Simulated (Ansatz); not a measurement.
# A computed series for CaSi2: pressure series

Start from CaSi2 (space group R-3m, No. 166; a cell from a computed database, its experimental status unchecked).

```
CELL_PARAMETERS angstrom
      1.92561     1.11175     9.93639
     -1.92561     1.11175     9.93639
      0.00000    -2.22350     9.93639
ATOMIC_POSITIONS crystal
  Ca 0.92042 0.92042 0.92042
  Ca 0.07958 0.07958 0.07958
  Si 0.65331 0.65331 0.65331
  Si 0.34669 0.34669 0.34669
  Si 0.18284 0.18284 0.18284
  Si 0.81716 0.81716 0.81716
```

Cell and atoms are relaxed at each pressure.

Level of theory: PBEsol (Ansatz, an electronic-structure program, PAW, spin-orbit coupling left out).

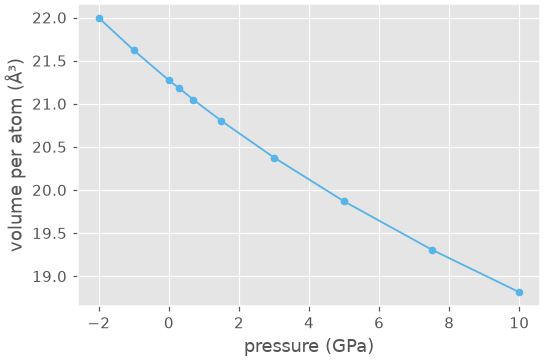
Figure: Volume per atom against pressure

| pressure (GPa) | volume per atom |
|---|---|
| -2 | 22.00 Å³ |
| -1 | 21.62 Å³ |
| 0.3 | 21.18 Å³ |
| 0.7 | 21.05 Å³ |
| 1.5 | 20.80 Å³ |
| 3 | 20.38 Å³ |
| 5 | 19.87 Å³ |
| 7.5 | 19.31 Å³ |
| 10 | 18.81 Å³ |

Load acts through the strain it causes; cell and atoms are relaxed under it. Whether these cells are dynamically stable was not tested. No other phases were tried under pressure. All final runs are without spin polarisation.
